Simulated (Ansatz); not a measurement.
Run report: Sr$_{16}$Ti$_{16}$O$_{47}$ (charge +2), geometry relaxation (part 5 of 6)

Continued. System: Sr$_{16}$Ti$_{16}$O$_{47}$ (defect cell, 79 atoms in the cell, total charge +2). Method: DFT PBE, scalar-relativistic, plane waves, PAW, no spin polarisation (Ansatz 0.2.0); cutoff 420 eV, 2×2×2 k-mesh, Gaussian smearing of 0.02 eV. The structure derives from a Materials Project entry. It belongs to a series of runs on one base structure; here: O on a O site beside a O vacancy, charge +2, atoms relaxed.

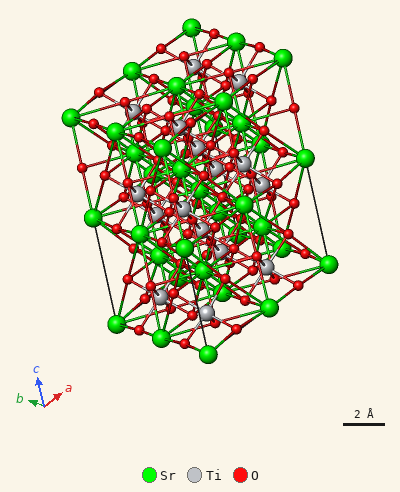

Fig. 1: The geometry at step 5 of the log (ball-and-stick view of the cell of the calculation, seen slightly off an axis).

Trajectory as extended XYZ, continued
```
79
Lattice="0.0000 -7.8728 7.8728 -7.8728 0.0000 7.8728 -7.8728 -7.8728 0.0000" Properties=species:S:1:pos:R:3:forces:R:3 step=4 energy=-123525.48769
Sr  -11.8397  -11.8397   11.7898   -0.0279  -0.0279  -0.0364
Sr  -11.8138   -7.8683    7.8728   -0.0281   0.0281   0.0000
Sr   -7.8683  -11.8138    7.8728    0.0281  -0.0281   0.0000
Sr   -7.8424   -7.8424    3.9559    0.0279   0.0279   0.0364
Sr   -7.8683   -7.8683    7.8728    0.0281   0.0281   0.0000
Sr   -7.8424   -7.8424   11.7898    0.0279   0.0279  -0.0364
Sr   -7.8424   -3.9668    3.9170    0.0279  -0.0279  -0.0364
Sr   -7.7824   -4.0269    7.8728   -0.1379   0.1379   0.0000
Sr   -3.9668   -7.8424    3.9170   -0.0279   0.0279  -0.0364
Sr   -4.0269   -7.7824    7.8728    0.1379  -0.1379   0.0000
Sr   -4.0269   -4.0269    0.0000    0.1379   0.1379   0.0000
Sr   -3.9668   -3.9668    3.9559   -0.0279  -0.0279   0.0364
Sr   -3.9410   -3.9410    7.8728   -0.0281  -0.0281   0.0000
Sr   -3.9668    0.0304    3.9559   -0.0279   0.0279   0.0364
Sr    0.0304   -3.9668    3.9559    0.0279  -0.0279   0.0364
Sr  -15.6552   -7.7824    7.8728   -0.1379  -0.1379   0.0000
Ti   -9.8411   -9.8411   13.5704    0.0000   0.0000   0.1221
Ti   -9.8411   -5.9047    9.8267    0.0000   0.0220  -0.0123
Ti   -5.9047   -9.8411    9.8267    0.0220   0.0000  -0.0123
Ti   -5.9046   -5.9046    5.8934    0.0000   0.0000   0.1993
Ti   -5.9046   -5.9046    9.8523    0.0000   0.0000  -0.1993
Ti  -13.7775  -13.7775   13.7662    0.0000   0.0000   0.1993
Ti   -5.9046   -1.9682    5.9190   -0.0220   0.0000   0.0123
Ti  -13.7775   -9.8411    9.8267   -0.0220   0.0000  -0.0123
Ti   -1.9682   -5.9046    5.9190    0.0000  -0.0220   0.0123
Ti   -9.8411  -13.7775    9.8267    0.0000  -0.0220  -0.0123
Ti   -1.9682   -1.9682    2.1753    0.0000   0.0000  -0.1221
Ti   -9.8411   -9.8411    5.9571    0.0000   0.0000   0.3924
Ti   -9.8411   -9.8411    9.7886    0.0000   0.0000  -0.3924
Ti   -9.8411   -5.9047    5.9190    0.0000   0.0220   0.0123
Ti   -5.9047   -9.8411    5.9190    0.0220   0.0000   0.0123
Ti   -5.9046   -5.9046    1.9795    0.0000   0.0000  -0.1993
O    -9.8411   -3.8805    6.0153    0.0000  -0.1411   0.0956
O    -9.8411   -7.8743    9.8337    0.0000  -0.0425   0.0671
O    -5.8964   -3.9369    1.9669   -0.0299   0.0354   0.0680
O    -5.8964   -7.8724    5.9060   -0.0299  -0.0354  -0.0680
O    -5.8964   -7.8724    9.8397   -0.0299  -0.0354   0.0680
O    -5.9128    0.0005    5.9060    0.0299  -0.0354  -0.0680
O    -5.9128   -3.9369    5.9060    0.0299   0.0354  -0.0680
O    -5.9128   -3.9369    9.8397    0.0299   0.0354   0.0680
O    -1.9682   -7.9288    6.0153    0.0000   0.1411   0.0956
O    -1.9682   -0.0559    1.8575    0.0000   0.1411  -0.0956
O    -1.9682   -3.8805    1.8575    0.0000  -0.1411  -0.0956
O    -1.9682   -3.9350    5.9120    0.0000   0.0425  -0.0671
O    -9.8411  -11.8078    9.8337    0.0000   0.0425   0.0671
O    -9.8411   -7.8743    5.9120    0.0000  -0.0425  -0.0671
O    -5.8964  -11.8097    5.9060   -0.0299   0.0354  -0.0680
O    -5.9128   -7.8724    1.9669    0.0299  -0.0354   0.0680
O    -1.9682   -5.9046    3.9364    0.0000   0.0000   0.0000
O    -5.9046   -1.9682    3.9364    0.0000   0.0000   0.0000
O    -5.9046   -5.9046    7.8728    0.0000   0.0000   0.0000
O    -5.9046   -5.9046   11.8093    0.0000   0.0000   0.0000
O    -5.9046   -5.9046    0.0000    0.0000   0.0000   0.0000
O    -5.8810   -1.9682    7.8728    0.0692   0.0000   0.0000
O    -5.9046   -9.8411    3.9364    0.0000   0.0000   0.0000
O    -1.9682   -5.8810    7.8728    0.0000   0.0692   0.0000
O    -9.8411   -5.9046    3.9364    0.0000   0.0000   0.0000
O    -1.9682   -1.9682    3.9611    0.0000   0.0000  -0.0992
O    -9.8411   -9.8411    7.8728    0.0000   0.0000   0.0000
O    -9.8411   -9.8411   11.7846    0.0000   0.0000   0.0992
O    -9.8411   -5.9283    7.8728    0.0000  -0.0692   0.0000
O    -5.9283   -9.8411    7.8728   -0.0692   0.0000   0.0000
O    -5.9046   -5.9046    3.9364    0.0000   0.0000   0.0000
O    -7.9288   -1.9682    6.0153    0.1411   0.0000   0.0956
O    -7.8724   -5.8964    9.8397   -0.0354  -0.0299   0.0680
O    -3.8805   -1.9682    1.8575   -0.1411   0.0000  -0.0956
O    -3.9369   -5.9128    5.9060    0.0354   0.0299  -0.0680
O    -3.9369   -5.9128    9.8397    0.0354   0.0299   0.0680
O   -11.8097   -5.8964    5.9060    0.0354  -0.0299  -0.0680
O    -3.9350   -1.9682    5.9120    0.0425   0.0000  -0.0671
O   -11.8078   -9.8411    9.8337    0.0425   0.0000   0.0671
O     0.0005   -5.9128    5.9060   -0.0354   0.0299  -0.0680
O    -7.8724   -5.9128    1.9669   -0.0354   0.0299   0.0680
O    -0.0559   -1.9682    1.8575    0.1411   0.0000  -0.0956
O    -7.8743   -9.8411    5.9120   -0.0425   0.0000  -0.0671
O    -7.8743   -9.8411    9.8337   -0.0425   0.0000   0.0671
O    -7.8724   -5.8964    5.9060   -0.0354  -0.0299  -0.0680
O    -3.8805   -9.8411    6.0153   -0.1411   0.0000   0.0956
O    -3.9369   -5.8964    1.9669    0.0354  -0.0299   0.0680
79
Lattice="0.0000 -7.8728 7.8728 -7.8728 0.0000 7.8728 -7.8728 -7.8728 0.0000" Properties=species:S:1:pos:R:3:forces:R:3 step=5 energy=-123525.57359
Sr  -11.8470  -11.8470   11.7700   -0.0109  -0.0109   0.0047
Sr  -11.8184   -7.8637    7.8728   -0.0090   0.0090   0.0000
Sr   -7.8637  -11.8184    7.8728    0.0090  -0.0090   0.0000
Sr   -7.8351   -7.8351    3.9756    0.0109   0.0109  -0.0047
Sr   -7.8637   -7.8637    7.8728    0.0090   0.0090   0.0000
Sr   -7.8351   -7.8351   11.7700    0.0109   0.0109   0.0047
Sr   -7.8351   -3.9741    3.8972    0.0109  -0.0109   0.0047
Sr   -7.8138   -3.9955    7.8728    0.0237  -0.0237   0.0000
Sr   -3.9741   -7.8351    3.8972   -0.0109   0.0109   0.0047
Sr   -3.9955   -7.8138    7.8728   -0.0237   0.0237   0.0000
Sr   -3.9955   -3.9955    0.0000   -0.0237  -0.0237   0.0000
Sr   -3.9741   -3.9741    3.9756   -0.0109  -0.0109  -0.0047
Sr   -3.9455   -3.9455    7.8728   -0.0090  -0.0090   0.0000
Sr   -3.9741    0.0377    3.9756   -0.0109   0.0109  -0.0047
Sr    0.0377   -3.9741    3.9756    0.0109  -0.0109  -0.0047
Sr  -15.6866   -7.8138    7.8728    0.0237   0.0237   0.0000
Ti   -9.8411   -9.8411   13.5968    0.0000   0.0000   0.1395
Ti   -9.8411   -5.9066    9.8259    0.0000  -0.0212  -0.0265
Ti   -5.9066   -9.8411    9.8259   -0.0212   0.0000  -0.0265
Ti   -5.9046   -5.9046    5.9014    0.0000   0.0000   0.0652
Ti   -5.9046   -5.9046    9.8442    0.0000   0.0000  -0.0652
Ti  -13.7775  -13.7775   13.7743    0.0000   0.0000   0.0652
Ti   -5.9027   -1.9682    5.9197    0.0212   0.0000   0.0265
Ti  -13.7756   -9.8411    9.8259    0.0212   0.0000  -0.0265
Ti   -1.9682   -5.9027    5.9197    0.0000   0.0212   0.0265
Ti   -9.8411  -13.7756    9.8259    0.0000   0.0212  -0.0265
Ti   -1.9682   -1.9682    2.1489    0.0000   0.0000  -0.1395
Ti   -9.8411   -9.8411    5.9586    0.0000   0.0000   0.1969
Ti   -9.8411   -9.8411    9.7871    0.0000   0.0000  -0.1969
Ti   -9.8411   -5.9066    5.9197    0.0000  -0.0212   0.0265
Ti   -5.9066   -9.8411    5.9197   -0.0212   0.0000   0.0265
Ti   -5.9046   -5.9046    1.9714    0.0000   0.0000  -0.0652
O    -9.8411   -3.8861    6.0768    0.0000  -0.0297  -0.0321
O    -9.8411   -7.8831    9.8589    0.0000   0.0119   0.0295
O    -5.9048   -3.9354    1.9763    0.0277   0.0260   0.0106
O    -5.9048   -7.8739    5.8966    0.0277  -0.0260  -0.0106
O    -5.9048   -7.8739    9.8491    0.0277  -0.0260   0.0106
O    -5.9045   -0.0011    5.8966   -0.0277  -0.0260  -0.0106
O    -5.9045   -3.9354    5.8966   -0.0277   0.0260  -0.0106
O    -5.9045   -3.9354    9.8491   -0.0277   0.0260   0.0106
O    -1.9682   -7.9232    6.0768    0.0000   0.0297  -0.0321
O    -1.9682   -0.0504    1.7961    0.0000   0.0297   0.0321
O    -1.9682   -3.8861    1.7961    0.0000  -0.0297   0.0321
O    -1.9682   -3.9262    5.8868    0.0000  -0.0119  -0.0295
O    -9.8411  -11.7990    9.8589    0.0000  -0.0119   0.0295
O    -9.8411   -7.8831    5.8868    0.0000   0.0119  -0.0295
O    -5.9048  -11.8082    5.8966    0.0277   0.0260  -0.0106
O    -5.9045   -7.8739    1.9763   -0.0277  -0.0260   0.0106
O    -1.9682   -5.9046    3.9364    0.0000   0.0000   0.0000
O    -5.9046   -1.9682    3.9364    0.0000   0.0000   0.0000
O    -5.9046   -5.9046    7.8728    0.0000   0.0000   0.0000
O    -5.9046   -5.9046   11.8093    0.0000   0.0000   0.0000
O    -5.9046   -5.9046    0.0000    0.0000   0.0000   0.0000
O    -5.8281   -1.9682    7.8728    0.0257   0.0000   0.0000
O    -5.9046   -9.8411    3.9364    0.0000   0.0000   0.0000
O    -1.9682   -5.8281    7.8728    0.0000   0.0257   0.0000
O    -9.8411   -5.9046    3.9364    0.0000   0.0000   0.0000
O    -1.9682   -1.9682    3.9244    0.0000   0.0000  -0.0465
O    -9.8411   -9.8411    7.8728    0.0000   0.0000   0.0000
O    -9.8411   -9.8411   11.8213    0.0000   0.0000   0.0465
O    -9.8411   -5.9812    7.8728    0.0000  -0.0257   0.0000
O    -5.9812   -9.8411    7.8728   -0.0257   0.0000   0.0000
O    -5.9046   -5.9046    3.9364    0.0000   0.0000   0.0000
O    -7.9232   -1.9682    6.0768    0.0297   0.0000  -0.0321
O    -7.8739   -5.9048    9.8491   -0.0260   0.0277   0.0106
O    -3.8861   -1.9682    1.7961   -0.0297   0.0000   0.0321
O    -3.9354   -5.9045    5.8966    0.0260  -0.0277  -0.0106
O    -3.9354   -5.9045    9.8491    0.0260  -0.0277   0.0106
O   -11.8082   -5.9048    5.8966    0.0260   0.0277  -0.0106
O    -3.9262   -1.9682    5.8868   -0.0119   0.0000  -0.0295
O   -11.7990   -9.8411    9.8589   -0.0119   0.0000   0.0295
O    -0.0011   -5.9045    5.8966   -0.0260  -0.0277  -0.0106
O    -7.8739   -5.9045    1.9763   -0.0260  -0.0277   0.0106
O    -0.0504   -1.9682    1.7961    0.0297   0.0000   0.0321
O    -7.8831   -9.8411    5.8868    0.0119   0.0000  -0.0295
O    -7.8831   -9.8411    9.8589    0.0119   0.0000   0.0295
O    -7.8739   -5.9048    5.8966   -0.0260   0.0277  -0.0106
O    -3.8861   -9.8411    6.0768   -0.0297   0.0000  -0.0321
O    -3.9354   -5.9048    1.9763    0.0260   0.0277   0.0106
79
Lattice="0.0000 -7.8728 7.8728 -7.8728 0.0000 7.8728 -7.8728 -7.8728 0.0000" Properties=species:S:1:pos:R:3:forces:R:3 step=6 energy=-123525.57928
Sr  -11.8460  -11.8460   11.7720   -0.0023  -0.0023   0.0086
Sr  -11.8222   -7.8599    7.8728    0.0007  -0.0007   0.0000
Sr   -7.8599  -11.8222    7.8728   -0.0007   0.0007   0.0000
Sr   -7.8361   -7.8361    3.9737    0.0023   0.0023  -0.0086
Sr   -7.8599   -7.8599    7.8728   -0.0007  -0.0007   0.0000
Sr   -7.8361   -7.8361   11.7720    0.0023   0.0023   0.0086
Sr   -7.8361   -3.9732    3.8992    0.0023  -0.0023   0.0086
Sr   -7.8112   -3.9981    7.8728    0.0053  -0.0053   0.0000
Sr   -3.9732   -7.8361    3.8992   -0.0023   0.0023   0.0086
Sr   -3.9981   -7.8112    7.8728   -0.0053   0.0053   0.0000
Sr   -3.9981   -3.9981    0.0000   -0.0053  -0.0053   0.0000
Sr   -3.9732   -3.9732    3.9737   -0.0023  -0.0023  -0.0086
Sr   -3.9494   -3.9494    7.8728    0.0007   0.0007   0.0000
Sr   -3.9732    0.0368    3.9737   -0.0023   0.0023  -0.0086
Sr    0.0368   -3.9732    3.9737    0.0023  -0.0023  -0.0086
Sr  -15.6840   -7.8112    7.8728    0.0053   0.0053   0.0000
Ti   -9.8411   -9.8411   13.6047    0.0000   0.0000  -0.0029
Ti   -9.8411   -5.9089    9.8253    0.0000   0.0055   0.0009
Ti   -5.9089   -9.8411    9.8253    0.0055   0.0000   0.0009
Ti   -5.9046   -5.9046    5.9023    0.0000   0.0000  -0.0009
Ti   -5.9046   -5.9046    9.8434    0.0000   0.0000   0.0009
Ti  -13.7775  -13.7775   13.7752    0.0000   0.0000  -0.0009
Ti   -5.9004   -1.9682    5.9204   -0.0055   0.0000  -0.0009
Ti  -13.7733   -9.8411    9.8253   -0.0055   0.0000   0.0009
Ti   -1.9682   -5.9004    5.9204    0.0000  -0.0055  -0.0009
Ti   -9.8411  -13.7733    9.8253    0.0000  -0.0055   0.0009
Ti   -1.9682   -1.9682    2.1410    0.0000   0.0000   0.0029
Ti   -9.8411   -9.8411    5.9647    0.0000   0.0000   0.0000
Ti   -9.8411   -9.8411    9.7810    0.0000   0.0000   0.0000
Ti   -9.8411   -5.9089    5.9204    0.0000   0.0055  -0.0009
Ti   -5.9089   -9.8411    5.9204    0.0055   0.0000  -0.0009
Ti   -5.9046   -5.9046    1.9705    0.0000   0.0000   0.0009
O    -9.8411   -3.8889    6.0784    0.0000  -0.0042  -0.0105
O    -9.8411   -7.8840    9.8632    0.0000  -0.0035   0.0060
O    -5.9029   -3.9348    1.9758    0.0068  -0.0007   0.0016
O    -5.9029   -7.8745    5.8971    0.0068   0.0007  -0.0016
O    -5.9029   -7.8745    9.8486    0.0068   0.0007   0.0016
O    -5.9064   -0.0017    5.8971   -0.0068   0.0007  -0.0016
O    -5.9064   -3.9348    5.8971   -0.0068  -0.0007  -0.0016
O    -5.9064   -3.9348    9.8486   -0.0068  -0.0007   0.0016
O    -1.9682   -7.9203    6.0784    0.0000   0.0042  -0.0105
O    -1.9682   -0.0475    1.7945    0.0000   0.0042   0.0105
O    -1.9682   -3.8889    1.7945    0.0000  -0.0042   0.0105
O    -1.9682   -3.9253    5.8825    0.0000   0.0035  -0.0060
O    -9.8411  -11.7981    9.8632    0.0000   0.0035   0.0060
O    -9.8411   -7.8840    5.8825    0.0000  -0.0035  -0.0060
O    -5.9029  -11.8076    5.8971    0.0068  -0.0007  -0.0016
O    -5.9064   -7.8745    1.9758   -0.0068   0.0007   0.0016
O    -1.9682   -5.9046    3.9364    0.0000   0.0000   0.0000
O    -5.9046   -1.9682    3.9364    0.0000   0.0000   0.0000
O    -5.9046   -5.9046    7.8728    0.0000   0.0000   0.0000
O    -5.9046   -5.9046   11.8093    0.0000   0.0000   0.0000
O    -5.9046   -5.9046    0.0000    0.0000   0.0000   0.0000
O    -5.8192   -1.9682    7.8728    0.0116   0.0000   0.0000
O    -5.9046   -9.8411    3.9364    0.0000   0.0000   0.0000
O    -1.9682   -5.8192    7.8728    0.0000   0.0116   0.0000
O    -9.8411   -5.9046    3.9364    0.0000   0.0000   0.0000
O    -1.9682   -1.9682    3.9178    0.0000   0.0000  -0.0584
O    -9.8411   -9.8411    7.8728    0.0000   0.0000   0.0000
O    -9.8411   -9.8411   11.8279    0.0000   0.0000   0.0584
O    -9.8411   -5.9901    7.8728    0.0000  -0.0116   0.0000
O    -5.9901   -9.8411    7.8728   -0.0116   0.0000   0.0000
O    -5.9046   -5.9046    3.9364    0.0000   0.0000   0.0000
O    -7.9203   -1.9682    6.0784    0.0042   0.0000  -0.0105
O    -7.8745   -5.9029    9.8486    0.0007   0.0068   0.0016
O    -3.8889   -1.9682    1.7945   -0.0042   0.0000   0.0105
O    -3.9348   -5.9064    5.8971   -0.0007  -0.0068  -0.0016
O    -3.9348   -5.9064    9.8486   -0.0007  -0.0068   0.0016
O   -11.8076   -5.9029    5.8971   -0.0007   0.0068  -0.0016
O    -3.9253   -1.9682    5.8825    0.0035   0.0000  -0.0060
O   -11.7981   -9.8411    9.8632    0.0035   0.0000   0.0060
O    -0.0017   -5.9064    5.8971    0.0007  -0.0068  -0.0016
O    -7.8745   -5.9064    1.9758    0.0007  -0.0068   0.0016
O    -0.0475   -1.9682    1.7945    0.0042   0.0000   0.0105
O    -7.8840   -9.8411    5.8825   -0.0035   0.0000  -0.0060
O    -7.8840   -9.8411    9.8632   -0.0035   0.0000   0.0060
O    -7.8745   -5.9029    5.8971    0.0007   0.0068  -0.0016
O    -3.8889   -9.8411    6.0784   -0.0042   0.0000  -0.0105
O    -3.9348   -5.9029    1.9758   -0.0007   0.0068   0.0016
```
